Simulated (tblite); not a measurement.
# C3H15BN2Si2: the cost of one run

Computed with tblite 0.8.0 and PySCF 2.14.0, with density-fitted response routines of our own, on a single molecule in the gas phase. Atoms are numbered from 0 throughout.

## Step 1: The molecule as given

23 atoms, charge 0, multiplicity 1; geometry from: force field or distance geometry start.

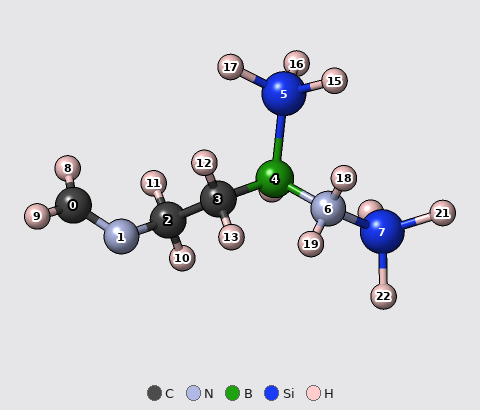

As it starts; carbon dark grey, nitrogen light blue, boron green, silicon blue, hydrogen pink, atoms numbered.

## Step 2: Relaxing the molecule with GFN2-xTB

Job settings and geometry (Å):

```
{"job": {"kind": "relax", "xc": "GFN2-xTB", "basis": "xTB"}, "charge": 0, "multiplicity": 1}
C      3.945900     0.689800     0.093300
N      2.899000     0.979600    -0.616600
C      1.864200    -0.007100    -0.646200
C      0.663600     0.635400     0.029700
B     -0.598400    -0.331100     0.087100
Si    -0.921100    -0.777300     1.959300
N     -1.797100     0.502400    -0.396000
Si    -2.934800    -0.434400    -1.366300
H      4.062200    -0.234500     0.647700
H      4.745300     1.427700     0.143000
H      1.621200    -0.308900    -1.691300
H      2.173500    -0.866300    -0.056000
H      0.900600     1.021500     1.060700
H      0.385600     1.528300    -0.577900
H     -0.463100    -1.318800    -0.523400
H     -2.119900    -0.070500     2.460900
H     -1.185800    -2.204800     2.145200
H      0.224100    -0.425000     2.801700
H     -2.222000     0.922600     0.467100
H     -1.386700     1.295600    -0.935800
H     -2.635700    -1.868300    -1.420900
H     -4.341600    -0.211500    -0.916700
H     -2.883700     0.082700    -2.738500
```

On the command line:

```sh
$ OMP_NUM_THREADS=1 python probes_run.py task.json out
```

One launch serves the whole session: the jobs run in the order shown.

**Question.** How long does this first job take on 1 thread of Intel Xeon at 2.50GHz, shared host, and how much memory does it need?

About 3.2 s, with a peak of 0.18 GiB.
